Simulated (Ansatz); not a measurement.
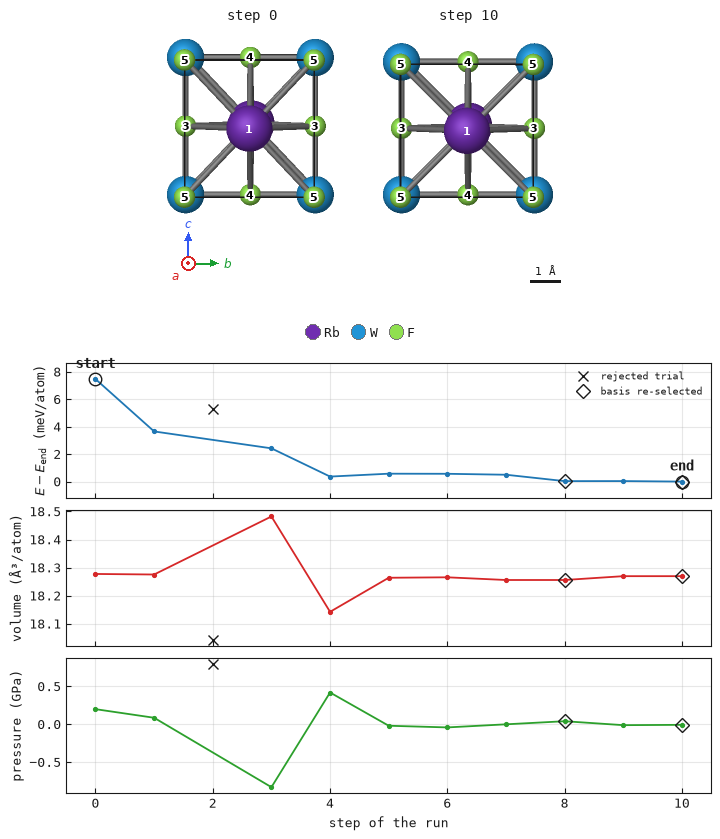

First and last geometry of a relaxation of crystalline RbWF3 (built on the cubic perovskite type), with the history of the run. Style: ball-and-stick. Shown: the cell of the calculation, from a free direction.

Case: the structure that the rattled cubic perovskite type (Pm-3m, No. 221) fell into.

Level of theory: DFT PBE, scalar-relativistic, plane waves, PAW in Ansatz 0.2.0.

Input
```yaml
crystal:
  lattice:
    - [4.3690105543, 0.0, 0.0]
    - [0.0, 4.4448253979, 0.0]
    - [0.0, 0.0, 4.705948415]
  atoms:
    - { symbol: Rb, position: [0.0, 0.5, 0.5] }
    - { symbol: W, position: [0.5, 0.0, 0.0], spin: 2.13 }
    - { symbol: F, position: [0.5, 0.0, 0.5] }
    - { symbol: F, position: [0.5, 0.5, 0.0] }
    - { symbol: F, position: [0.0, 0.0, 0.0] }
basis:
  ecutwfc: 420
kpoints:
  mp_grid: { grid: [8, 8, 8] }
hamiltonian:
  xc: pbe
scf:
  occupations: { method: gaussian, width: 0.1 }
output:
  forces: true
  stress: true
  eigenvalues: true
  populations: true
magnetization:
  spin_polarized: true
relax:
  adjacent_minimum: "off"
  f_tol: 0.01
  max_steps: 80
  cell: { stress_tol: 0.05 }
```

Command:
```bash
ansatz run input.yaml --threads 1 --pin off --max-ram 2560MiB --backend cpu --events-out ev --progress --plain --runs-dir out
```

Did the run converge, and what did it change?

It converged. The atoms keep their places relative to the cell (all moves are under 0.005 Å). The drawn cell changes at constant volume: a 4.369 → 4.402 Å (+0.7 %), b 4.445 → 4.555 Å (+2.5 %), c 4.706 → 4.556 Å (−3.2 %). Near-neighbour distances that change, for instance: W2–F3 2.353 → 2.278 Å, W2–F4 2.222 → 2.278 Å, Rb1–F3 3.116 → 3.167 Å, Rb1–F4 3.211 → 3.167 Å. Bond angles that change, for instance: Rb1–F5–Rb1 93.3° → 90.0°, Rb1–F5–Rb1 86.7° → 90.0°, Rb1–F4–Rb1 94.3° → 92.0°. The space group (tolerance 0.01 Å) goes from Pmmm (No. 47) to P4/mmm (No. 123). The energy falls by 7.5 meV per atom in 7 accepted moves (10 points after the start). All forces vanish by symmetry, so only the cell relaxes. Pressure: 0.20 GPa at the start and −0.01 GPa at the end. The line search rejected the trial step at point 2 of the run. At 2 points the geometry stayed and the basis and grid were re-selected for the new cell (energy shift of 0.5 meV per atom at most each time).

| step | E − E(0), meV/atom | pressure, GPa | volume, Å³/atom | note |
| --- | --- | --- | --- | --- |
| 0 | 0.00 | 0.20 | 18.277 |  |
| 1 | -3.82 | 0.09 | 18.275 |  |
| 2 | -2.15 | 0.79 | 18.044 | rejected |
| 3 | -5.05 | -0.83 | 18.482 |  |
| 4 | -7.11 | 0.42 | 18.143 |  |
| 5 | -6.90 | -0.02 | 18.264 |  |
| 6 | -6.90 | -0.04 | 18.266 |  |
| 7 | -6.97 | 0.00 | 18.256 |  |
| 8 | -7.44 | 0.04 | 18.256 | same geometry, new basis |
| 9 | -7.43 | -0.01 | 18.270 |  |
| 10 | -7.47 | -0.01 | 18.270 | same geometry, new basis |
